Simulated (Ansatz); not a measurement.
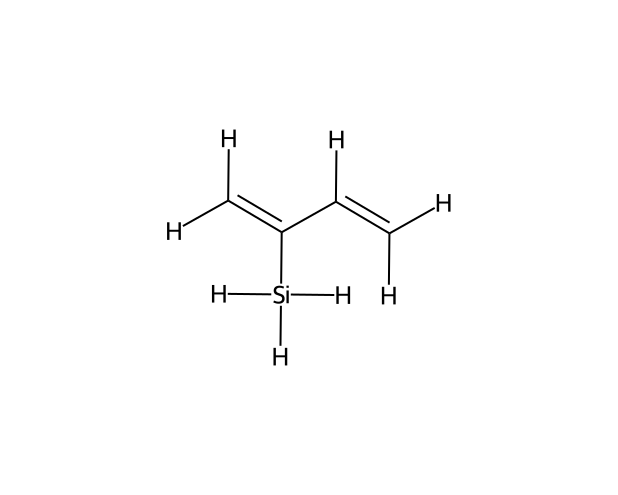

The drawing above gives the connectivity. Computed geometry: PBE0-D4/def2-TZVP optimisation.

What does the molecule look like in three dimensions?

It has 13 atoms: 4 carbon, 8 hydrogen and 1 silicon (C4H8Si). SMILES: `C=CC(=C)[SiH3]`. It has no ring. Among its groups: alkene, Si–H bond. The point group is Cs. Coordination: 4 C trigonal planar; 1 Si tetrahedral.

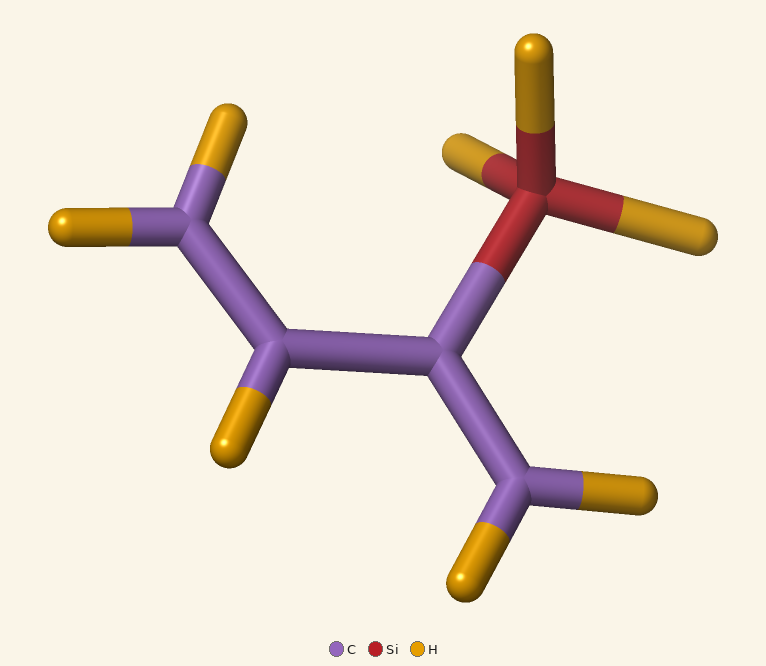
